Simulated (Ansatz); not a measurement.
Read the following structure.

```cif
data_structure
_symmetry_space_group_name_H-M 'P 63 m c'
_symmetry_Int_Tables_number 186
_cell_length_a 3.0728
_cell_length_b 3.0728
_cell_length_c 10.0568
_cell_angle_alpha 90.000
_cell_angle_beta 90.000
_cell_angle_gamma 120.000
_cell_volume 82.23
loop_
_atom_site_label
_atom_site_type_symbol
_atom_site_symmetry_multiplicity
_atom_site_Wyckoff_symbol
_atom_site_fract_x
_atom_site_fract_y
_atom_site_fract_z
_atom_site_occupancy
Si1 Si 2 b 0.66667 0.33333 0.06216 1
Si2 Si 2 a 0.00000 0.00000 0.31206 1
C1 C 2 b 0.66667 0.33333 0.25021 1
C2 C 2 a 0.00000 0.00000 0.49957 1
```

Q: Work out the structure from the coordinates.

A: Its composition is SiC. It is primitive hexagonal, space group P6_3mc (No. 186). The cell holds 8 atoms (4 Si, 4 C), Z = 4. The neighbours of Si are four C in a tetrahedral arrangement at 1.88 to 1.89 Å. The C atoms are each bonded to four Si in a tetrahedral arrangement at 1.88 to 1.89 Å. The bonds build a three-dimensional framework.

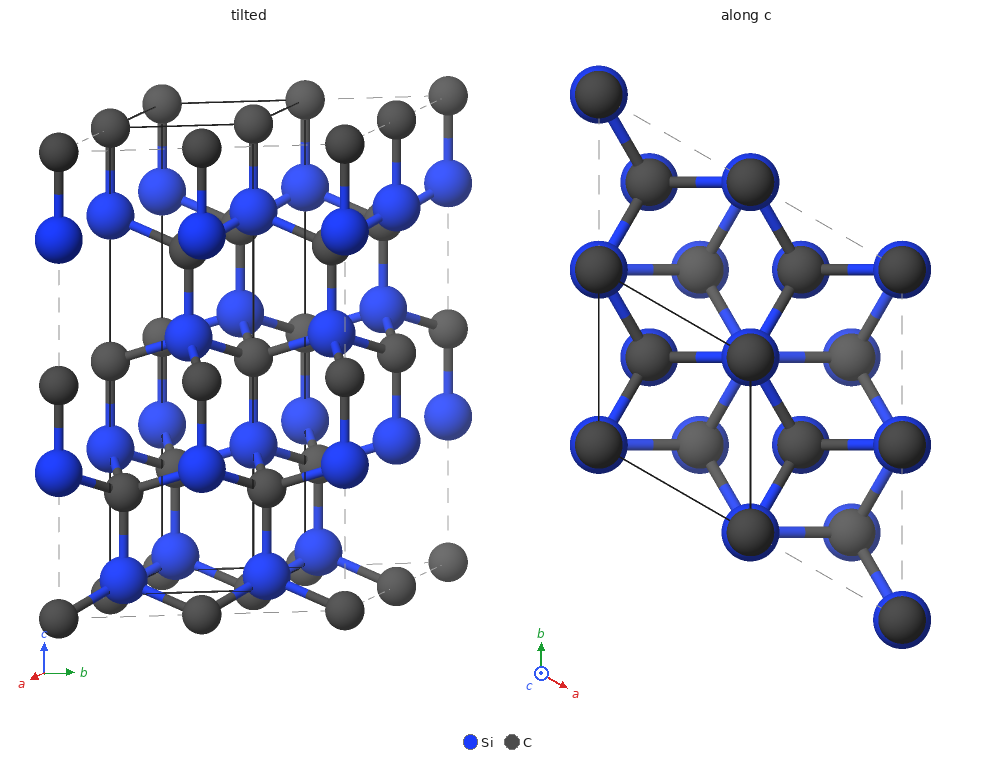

Shown here is a ball-and-stick view of the crystal, taken slightly off an axis and along the c axis. A 2×2×1 array of cells is drawn; the conventional unit cell has the solid edges. Colours: silicon blue, carbon dark grey.

Origin of the cell: a structure listed in the Materials Project. Earlier steps of the study may have refined or changed the cell and positions. It was run through Ansatz as a DFT input.
